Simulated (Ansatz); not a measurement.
# CH6NOSi: the cost of one run

Program: Ansatz 0.2.0. Level of theory: RKS PBE0-D4/6-31G*. These are calculated values, not measurements.

## (1) The system as given

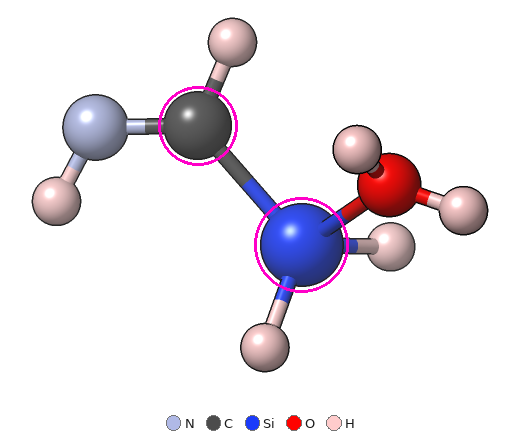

The starting structure, seen from a chosen angle (nitrogen light blue, carbon dark grey, silicon blue, oxygen red, hydrogen pink). Ringed: C2, Si3.

Structure file:

```xyz
10

N    -0.4836    1.9463    1.3173
C     0.1781    1.1340    0.6374
Si   -0.3832   -0.0530   -0.7672
O     0.6989   -1.5521   -0.2627
H    -1.4840    2.0352    1.1565
H     1.2466    1.1177    0.8723
H     0.2283    0.1311   -2.0697
H    -1.7092   -0.6428   -0.6680
H     0.9010   -2.2776   -0.8734
H     0.8071   -1.8388    0.6576
```

## (2) Relaxing end A

File input.yaml:

```yaml
crystal:
  periodic: [false, false, false]
  atoms:
    - { symbol: "N", position_ang: [-0.48364, 1.94634, 1.31731] }
    - { symbol: C, position_ang: [0.17811, 1.13403, 0.6374] }
    - { symbol: Si, position_ang: [-0.38322, -0.05301, -0.76725] }
    - { symbol: O, position_ang: [0.69891, -1.5521, -0.26273] }
    - { symbol: H, position_ang: [-1.48402, 2.03518, 1.15655] }
    - { symbol: H, position_ang: [1.24661, 1.11768, 0.87231] }
    - { symbol: H, position_ang: [0.22835, 0.13106, -2.06973] }
    - { symbol: H, position_ang: [-1.70922, -0.64282, -0.66801] }
    - { symbol: H, position_ang: [0.90103, -2.2776, -0.87344] }
    - { symbol: H, position_ang: [0.80711, -1.83877, 0.6576] }
total_charge: 1
basis:
  gaussian: { orbitals: "6-31G*" }
hamiltonian:
  xc: pbe0
  dispersion: d4
relax:
  f_tol: 0.015
  max_steps: 40
```

Started as:

```console
$ ansatz run input.yaml --threads 1 --pin off --max-ram 2048MiB --backend cpu --events-out ev --progress --plain --runs-dir out
```

**Question.** How long does this run take on 1 thread of Arm Neoverse V2, shared host, and how much memory does it need?

About 45 s, with a peak of 0.14 GiB.
